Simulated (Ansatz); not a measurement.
**B + LiBr (LiBBr) radical: an exchange reaction of three atoms**

Aim: map the energy of B + LiBr (the system B + BrLi), spin multiplicity 2 over two coordinates, and find its wells, ridges and stiffness.

Computed with Ansatz 0.2.0. Level: UKS PBE0-D4/def2-SVPD.

## (1) Reference: B radical by itself

File input.yaml:

```yaml
crystal:
  periodic: [false, false, false]
  atoms:
    - { symbol: B, position_ang: [0.0, 0.0, 0.0] }
magnetization:
  spin_polarized: true
  initial_magnetization: 1
basis:
  gaussian: { orbitals: def2-SVPD }
hamiltonian:
  xc: pbe0
```

On the command line:

```bash
$ ansatz run input.yaml --threads 1 --pin off --max-ram 2560MiB --backend cpu --events-out ev --progress --plain --runs-dir out
```

Log:

```text
Warning: RAYON_NUM_THREADS=1 ignored (pool sized by the plan → 1); use --threads N
Engine: ansatz 0.2.0, aarch64-unknown-linux-gnu
Functional definition: PBE0
  parameter a = 0.25
  parameter kappa = 0.804
  parameter beta = 0.06672455060314922
  exchange = (1 - a)*pbe_x(kappa = kappa, mu = beta*pi^2/3) + a*exact_x
  correlation = pbe_c(beta = beta)
139 factors; their error is unknown
mean field evaluation 1: about -669.0672 eV, gradient 2.4e0 eV
mean field evaluation 2: about -669.1254 eV, gradient 5.0e-1 eV
mean field evaluation 4: about -669.1251 eV, gradient 8.1e-2 eV
mean field evaluation 8: about -669.1252 eV, gradient 2.6e-5 eV
mean field -669.12517151 eV, -24.5898965037 hartree, gradient 2.6e-5 eV, S^2 0.753850; 0 other end points of the search recorded, 0 dependent functions left out
reference -669.12519014 eV, -24.5898971882 hartree; 3, 2 occupied and 17, 18 virtual orbitals, 139 factors
Total energy: -669.12519014 eV, -24.5898971882 hartree
```

It took 0.17 s on 1 thread of Arm Neoverse V1, shared host; peak memory 0.063 GiB.

## (2) The part LiBr alone

File input.yaml:

```yaml
crystal:
  periodic: [false, false, false]
  atoms:
    - { symbol: Li, position_ang: [0.0, 0.0, 0.0] }
    - { symbol: Br, position_ang: [2.48, 0.0, 0.0] }
basis:
  gaussian: { orbitals: def2-SVPD }
hamiltonian:
  xc: pbe0
  dispersion: d4
output:
  forces: true
relax:
  f_tol: 0.003
  max_steps: 120
```

On the command line:

```bash
$ ansatz run input.yaml --threads 1 --pin off --max-ram 2560MiB --backend cpu --events-out ev --progress --plain --runs-dir out
```

Log (excerpt; [...] marks lines left out):

```text
Warning: RAYON_NUM_THREADS=1 ignored (pool sized by the plan → 1); use --threads N
[...]
Functional definition: PBE0
[...]
600 factors; integrals over basis functions are off by at most 3.4e-4 eV
[...]
mean field -70235.71055587 eV, -2581.1147554536 hartree, gradient 8.2e-6 eV, S^2 0.000000; 0 other end points of the search recorded, 0 dependent functions left out
[...]
reference -70235.71058481 eV, -2581.1147565171 hartree; 19, 19 occupied and 34, 34 virtual orbitals, 600 factors
relax step   1: F+E_penalty+E_count = -70235.72199937 eV  Δ(F+E_penalty+E_count) = +0.000e0 eV  max|allowed force component| = 1.290e0 eV/Å  Δτ_max = 0.0000 Å  (23 SCF iters, accepted)
[...]
relax step   3: F+E_penalty+E_count = -70235.94944357 eV  Δ(F+E_penalty+E_count) = -3.781e-2 eV  max|allowed force component| = 3.980e-2 eV/Å  Δτ_max = 0.0449 Å  (25 SCF iters, accepted)
[...]
relax step   4: F+E_penalty+E_count = -70235.94954906 eV  Δ(F+E_penalty+E_count) = -1.055e-4 eV  max|allowed force component| = 5.945e-4 eV/Å  Δτ_max = 0.0027 Å  (19 SCF iters, accepted)
600 factors; integrals over basis functions are off by at most 3.9e-4 eV
mean field -70235.93822724 eV, -2581.1231222223 hartree, gradient 7.0e-5 eV, S^2 0.000000; 1 other end points of the search recorded, 0 dependent functions left out
[...]
reference -70235.93825467 eV, -2581.1231232304 hartree; 19, 19 occupied and 34, 34 virtual orbitals, 600 factors
Total energy: -70235.94957649 eV, -2581.1235392995 hartree
Atom 0 at     0.147393     0.000000     0.000000 Å, force     0.000595     0.000000     0.000000 eV/Å
Atom 1 at     2.332607    -0.000000    -0.000000 Å, force    -0.000595    -0.000000     0.000000 eV/Å
Dipole moment:    -1.505720    -0.000000     0.000000 e Å
```

Wall time 5.6 s (1 thread of Arm Neoverse V1, shared host); peak memory 0.1 GiB.

Relaxation path:

| step | energy from step 1 (eV) | largest force component (eV/Å) |
| --- | --- | --- |
| 1 | 0.0000 | 1.2896 |
| 2 | -0.1896 | 0.8471 |
| 3 | -0.2274 | 0.0398 |
| 4 | -0.2275 | 0.0006 |

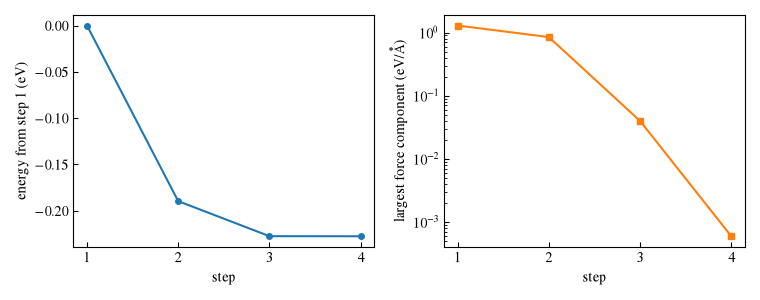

Energy and largest force along the relaxation.

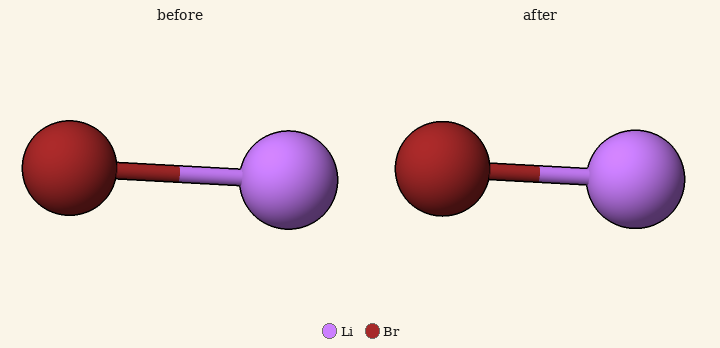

Before and after, at one scale.

The bond:

| bond | before (Å) | after (Å) | change (Å) |
| --- | --- | --- | --- |
| Li1–Br2 | 2.480 | 2.185 | -0.295 |

## (3) Plan of the scan

First coordinate, distance B1–Li2: 9 values from 1.696 to 3.696 Å. Second coordinate, distance Li2–Br3: 9 values from 1.984 to 3.984 Å.

Nothing else is relaxed (the angle B1–Li2–Br3 is fixed at 180 degrees). Energies count from B far from the relaxed LiBr (each part in its own basis).

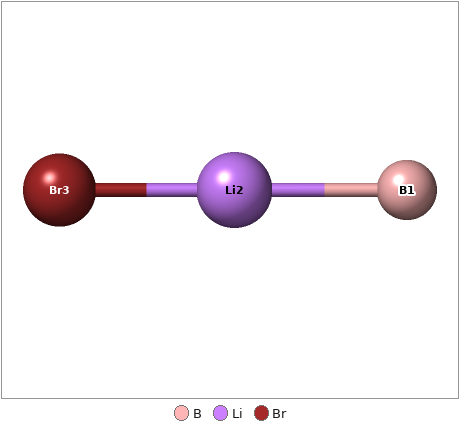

The geometry at distance B1–Li2 = 2.508 Å, distance Li2–Br3 = 2.543 Å.

Below, 3 of the grid's runs; all are launched alike.

## (4) Point distance B1–Li2 = 2.508 Å, distance Li2–Br3 = 2.118 Å

File input.yaml:

```yaml
crystal:
  periodic: [false, false, false]
  atoms:
    - { symbol: B, position_ang: [-2.508, 0.0, 0.0] }
    - { symbol: Li, position_ang: [0.0, 0.0, 0.0] }
    - { symbol: Br, position_ang: [2.118, 0.0, 0.0] }
magnetization:
  spin_polarized: true
  initial_magnetization: 1
basis:
  gaussian: { orbitals: def2-SVPD }
hamiltonian:
  xc: pbe0
  dispersion: d4
output:
  forces: true
```

On the command line:

```bash
$ ansatz run input.yaml --threads 1 --pin off --max-ram 2560MiB --backend cpu --events-out ev --progress --plain --runs-dir out
```

Log (excerpt; [...] marks lines left out):

```text
Warning: RAYON_NUM_THREADS=1 ignored (pool sized by the plan → 1); use --threads N
[...]
Functional definition: PBE0
[...]
759 factors; integrals over basis functions are off by at most 3.8e-4 eV
[...]
mean field -70905.46522028 eV, -2605.7277853949 hartree, gradient 2.2e-5 eV, S^2 0.753852; 1 other end points of the search recorded, 0 dependent functions left out
[...]
reference -70905.46525168 eV, -2605.7277865488 hartree; 22, 21 occupied and 51, 52 virtual orbitals, 759 factors
Total energy: -70905.49402622 eV, -2605.7288439936 hartree
Atom 0 at    -2.508000     0.000000     0.000000 Å, force     0.011230     0.000000    -0.000000 eV/Å
Atom 1 at     0.000000     0.000000     0.000000 Å, force    -0.689638    -0.000000     0.000000 eV/Å
Atom 2 at     2.118000     0.000000     0.000000 Å, force     0.678408    -0.000000    -0.000000 eV/Å
Dipole moment:    -1.698652     0.000000     0.000000 e Å
```

Wall time 5 s (1 thread of Arm Neoverse V1, shared host); peak memory 0.18 GiB.

Energy on the map's scale: −0.42 eV.

## (5) Point distance B1–Li2 = 2.508 Å, distance Li2–Br3 = 2.543 Å

input.yaml, as its differences from that of step 4:

```diff
@@ -5,3 +5,3 @@
     - { symbol: Li, position_ang: [0.0, 0.0, 0.0] }
-    - { symbol: Br, position_ang: [2.118, 0.0, 0.0] }
+    - { symbol: Br, position_ang: [2.543, 0.0, 0.0] }
 magnetization:
```

On the command line:

```bash
$ ansatz run input.yaml --threads 1 --pin off --max-ram 2560MiB --backend cpu --events-out ev --progress --plain --runs-dir out
```

Log (excerpt; [...] marks lines left out):

```text
Warning: RAYON_NUM_THREADS=1 ignored (pool sized by the plan → 1); use --threads N
[...]
Functional definition: PBE0
[...]
759 factors; integrals over basis functions are off by at most 3.1e-4 eV
[...]
mean field -70905.22503192 eV, -2605.7189586353 hartree, gradient 2.6e-5 eV, S^2 0.754539; 12 other end points of the search recorded, 0 dependent functions left out
[...]
reference -70905.22506358 eV, -2605.7189597988 hartree; 22, 21 occupied and 51, 52 virtual orbitals, 759 factors
Total energy: -70905.25030120 eV, -2605.7198872644 hartree
Atom 0 at    -2.508000     0.000000     0.000000 Å, force     0.035375    -0.000000     0.000000 eV/Å
Atom 1 at     0.000000     0.000000     0.000000 Å, force     1.245985     0.000000    -0.000000 eV/Å
Atom 2 at     2.543000     0.000000     0.000000 Å, force    -1.281360    -0.000000    -0.000000 eV/Å
Dipole moment:    -2.089044     0.000000     0.000000 e Å
```

It took 17 s on 1 thread of Arm Neoverse V1, shared host; peak memory 0.21 GiB.

Energy on the map's scale: −0.18 eV.

## (6) The run at distance B1–Li2 = 2.255 Å, distance Li2–Br3 = 3.070 Å

File input.yaml:

```yaml
crystal:
  periodic: [false, false, false]
  atoms:
    - { symbol: B, position_ang: [-2.255, 0.0, 0.0] }
    - { symbol: Li, position_ang: [0.0, 0.0, 0.0] }
    - { symbol: Br, position_ang: [3.07, 0.0, 0.0] }
magnetization:
  spin_polarized: true
  initial_magnetization: 1
basis:
  gaussian: { orbitals: def2-SVPD }
hamiltonian:
  xc: pbe0
  dispersion: d4
output:
  forces: true
```

On the command line:

```bash
$ ansatz run input.yaml --threads 1 --pin off --max-ram 2560MiB --backend cpu --events-out ev --progress --plain --runs-dir out
```

Log (excerpt; [...] marks lines left out):

```text
Warning: RAYON_NUM_THREADS=1 ignored (pool sized by the plan → 1); use --threads N
[...]
Functional definition: PBE0
[...]
759 factors; integrals over basis functions are off by at most 3.6e-4 eV
[...]
mean field -70904.44225920 eV, -2605.6901922685 hartree, gradient 2.3e-6 eV, S^2 0.820268; 10 other end points of the search recorded, 0 dependent functions left out
[...]
reference -70904.44229332 eV, -2605.6901935224 hartree; 22, 21 occupied and 51, 52 virtual orbitals, 759 factors
Total energy: -70904.46469262 eV, -2605.6910166815 hartree
Atom 0 at    -2.255000     0.000000     0.000000 Å, force    -0.414716     0.000000    -0.000000 eV/Å
Atom 1 at     0.000000     0.000000     0.000000 Å, force     1.770381    -0.000000     0.000000 eV/Å
Atom 2 at     3.070000     0.000000     0.000000 Å, force    -1.355665    -0.000000    -0.000000 eV/Å
Dipole moment:    -2.282946    -0.000000     0.000000 e Å
```

Wall time 21 s (1 thread of Arm Neoverse V1, shared host); peak memory 0.21 GiB.

Energy on the map's scale: 0.61 eV.

## (7) The map

81 points were computed. Energies in eV, from B far from the relaxed LiBr (each part in its own basis):

| distance Li2–Br3 (Å) ↓, distance B1–Li2 (Å) → | 1.696 | 1.830 | 2.026 | 2.255 | 2.508 | 2.782 | 3.072 | 3.377 | 3.696 |
| --- | --- | --- | --- | --- | --- | --- | --- | --- | --- |
| 3.984 | 2.74 | 2.13 | 1.68 | 1.52 | 1.55 | 1.63 | 1.77 | 1.91 | 2.01 |
| 3.665 | 2.54 | 1.91 | 1.45 | 1.28 | 1.28 | 1.33 | 1.45 | 1.56 | 1.65 |
| 3.360 | 2.28 | 1.64 | 1.16 | 0.97 | 0.96 | 0.99 | 1.07 | 1.16 | 1.25 |
| 3.070 | 1.97 | 1.32 | 0.82 | 0.61 | 0.58 | 0.63 | 0.69 | 0.77 | 0.85 |
| 2.796 | 1.61 | 0.95 | 0.45 | 0.22 | 0.18 | 0.23 | 0.30 | 0.38 | 0.45 |
| 2.543 | 1.26 | 0.61 | 0.10 | −0.13 | −0.18 | −0.13 | −0.06 | 0.01 | 0.08 |
| 2.314 | 1.02 | 0.38 | −0.13 | −0.36 | −0.41 | −0.37 | −0.30 | −0.23 | −0.16 |
| 2.118 | 0.99 | 0.35 | −0.14 | −0.37 | −0.42 | −0.39 | −0.32 | −0.25 | −0.19 |
| 1.984 | 1.16 | 0.53 | 0.04 | −0.18 | −0.23 | −0.19 | −0.13 | −0.06 | 0.00 |

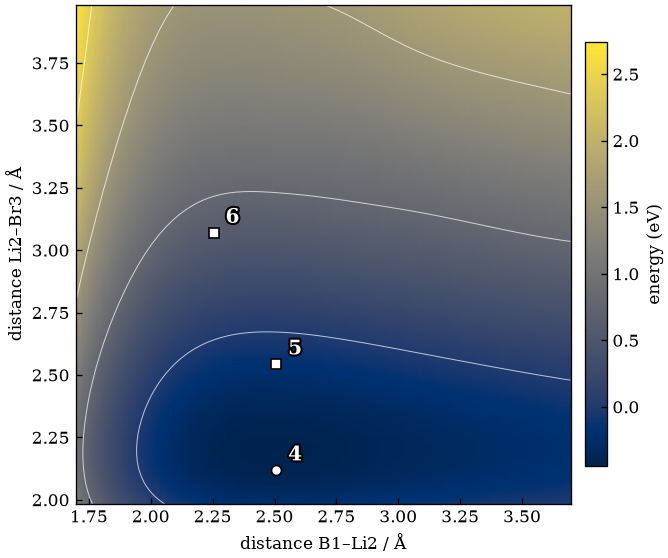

The map; numbers mark the steps of this session that print a point's run. In the figure: a smooth colour map. Between grid points the surface is interpolated.

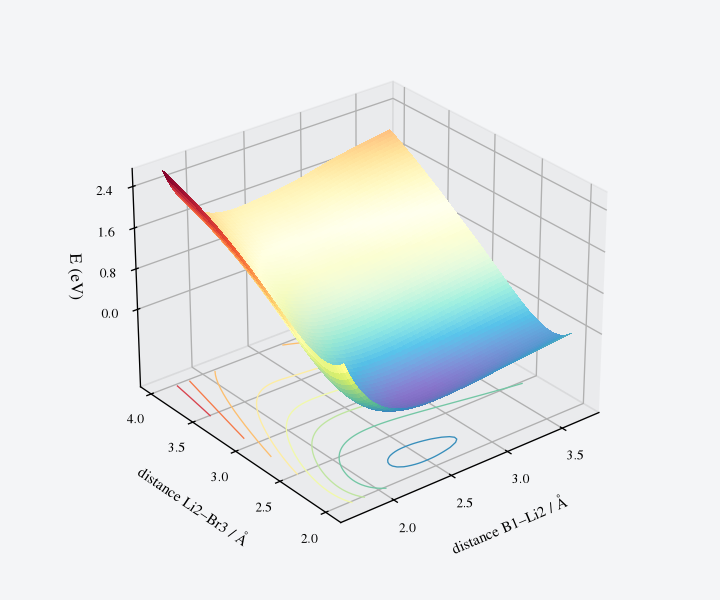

The same map in relief. The picture shows a relief with its contours projected below.

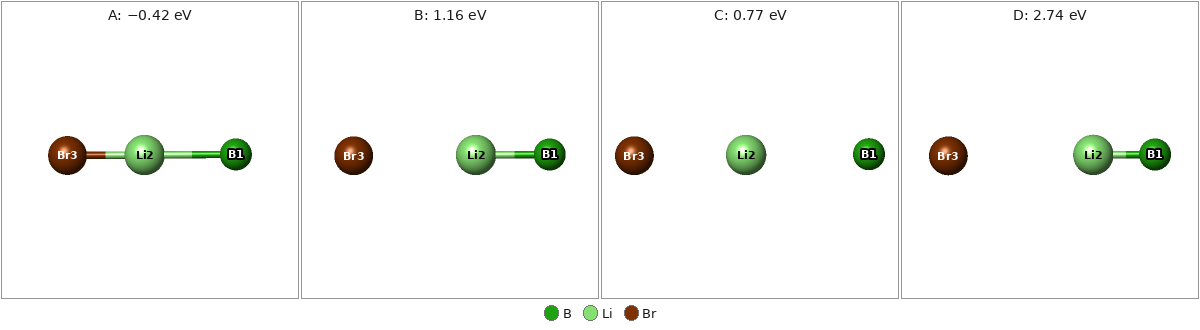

Structures on the grid, at one scale: A at distance B1–Li2 = 2.508 Å, distance Li2–Br3 = 2.118 Å; B at distance B1–Li2 = 2.026 Å, distance Li2–Br3 = 3.360 Å; C at distance B1–Li2 = 3.377 Å, distance Li2–Br3 = 3.070 Å; D at distance B1–Li2 = 1.696 Å, distance Li2–Br3 = 3.984 Å.

On the same grid, largest force on an atom (eV/Å):

| distance Li2–Br3 (Å) ↓, distance B1–Li2 (Å) → | 1.696 | 1.830 | 2.026 | 2.255 | 2.508 | 2.782 | 3.072 | 3.377 | 3.696 |
| --- | --- | --- | --- | --- | --- | --- | --- | --- | --- |
| 3.984 | 6.4 | 4.0 | 2.0 | 0.8 | 0.7 | 0.8 | 0.9 | 1.0 | 1.0 |
| 3.665 | 6.7 | 4.3 | 2.3 | 1.1 | 0.9 | 1.0 | 1.1 | 1.2 | 1.2 |
| 3.360 | 7.0 | 4.6 | 2.6 | 1.5 | 1.2 | 1.2 | 1.3 | 1.4 | 1.4 |
| 3.070 | 7.3 | 4.9 | 2.9 | 1.8 | 1.4 | 1.4 | 1.3 | 1.3 | 1.4 |
| 2.796 | 7.6 | 5.2 | 3.1 | 1.9 | 1.5 | 1.5 | 1.5 | 1.5 | 1.5 |
| 2.543 | 7.4 | 5.0 | 2.9 | 1.8 | 1.3 | 1.3 | 1.3 | 1.3 | 1.3 |
| 2.314 | 6.8 | 4.4 | 2.3 | 1.1 | 0.6 | 0.7 | 0.7 | 0.7 | 0.7 |
| 2.118 | 6.0 | 3.7 | 1.6 | 0.7 | 0.7 | 0.9 | 0.9 | 0.9 | 0.8 |
| 1.984 | 5.9 | 3.6 | 2.3 | 2.3 | 2.3 | 2.5 | 2.5 | 2.5 | 2.4 |

## (8) Summary of results

```
                       quantity                                                                                                                                                  value
                   lowest point                                                                                        distance B1–Li2 = 2.508 Å, distance Li2–Br3 = 2.118 Å, −0.42 eV
         highest computed point                                                                        distance B1–Li2 = 1.696 Å, distance Li2–Br3 = 3.984 Å, 3.16 eV above the lowest
largest force on an atom (eV/Å)  0.6 at distance B1–Li2 = 2.508 Å, distance Li2–Br3 = 2.314 Å to 7.6 at distance B1–Li2 = 1.696 Å, distance Li2–Br3 = 2.796 Å; 0.7 at the lowest point
        time for the whole task                                                                                                                        31 min on 1 thread, shared host
```

**Reading.** The lowest computed point is at distance B1–Li2 = 2.508 Å, distance Li2–Br3 = 2.118 Å, −0.42 eV from B far from the relaxed LiBr (each part in its own basis). It is the only kind of minimum in the scanned range. The highest computed point, distance B1–Li2 = 1.696 Å, distance Li2–Br3 = 3.984 Å, lies 3.16 eV above the lowest. Round the minimum the two coordinates are nearly uncoupled.
